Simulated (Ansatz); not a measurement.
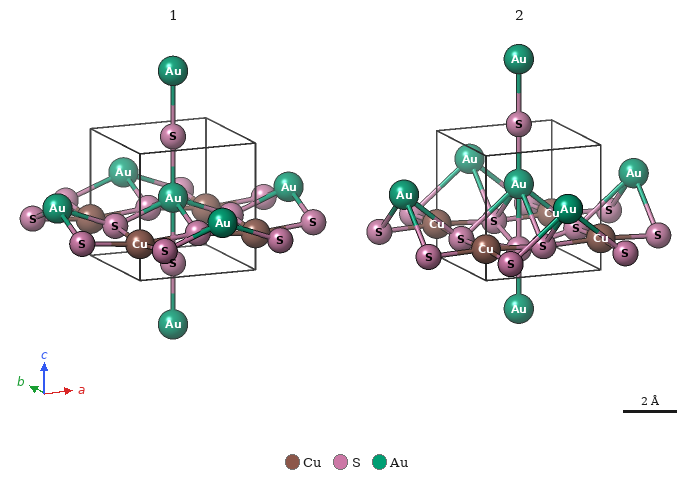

Two geometries of crystalline CuAuS₃ (built on the tetragonal perovskite type), drawn at one scale. One is the start of a relaxation, the other its converged end. Style: ball-and-stick. Shown: the cell of the calculation, slightly off an axis.

These are results of DFT PBE, scalar-relativistic, plane waves, PAW (Ansatz), not measurements. (plane-wave cutoff 420 eV; k-point mesh 8 × 8 × 8; occupations gaussian; smearing width 0.1 eV; no spin polarisation; cell and atoms relaxed; force threshold 0.01 eV/Å; at most 80 steps)

Question: Which of the two is the end point?

Answer: Structure 2 is the relaxed one. Case: tetragonal perovskite type (P4mm, No. 99). The Au atom moves most relative to the cell: 0.57 Å along +c. Largest moves by element: Au 0.57 Å, S 0.56 Å, Cu 0.17 Å. The volume changes by −2.7 %, with a = b 4.751 → 4.723 Å (−0.6 %), c 4.909 → 4.834 Å (−1.5 %). Some distances before and after: Au–S 2.535 → 3.046 Å, S–S 2.897 → 2.435 Å, Au–S 2.367 → 2.314 Å, Cu–S 2.386 → 2.363 Å. Among the angles between lasting bonds that change: S–Cu–S 169.2° → 175.4°, Cu–S–Cu 169.2° → 175.4°. The space group stays P4mm (No. 99). After 11 accepted moves (13 points after the start) the energy has fallen by 0.241 eV per cell of the calculation. Largest force component: 0.35 eV/Å at the start, 0.0007 eV/Å at the end. The pressure goes from 0.07 to 0.01 GPa. The line search rejected the trial step at point 7 of the run. At 1 point the geometry stayed and the basis and grid were re-selected for the new cell (energy shift of 0.6 meV per cell of the calculation at most each time).
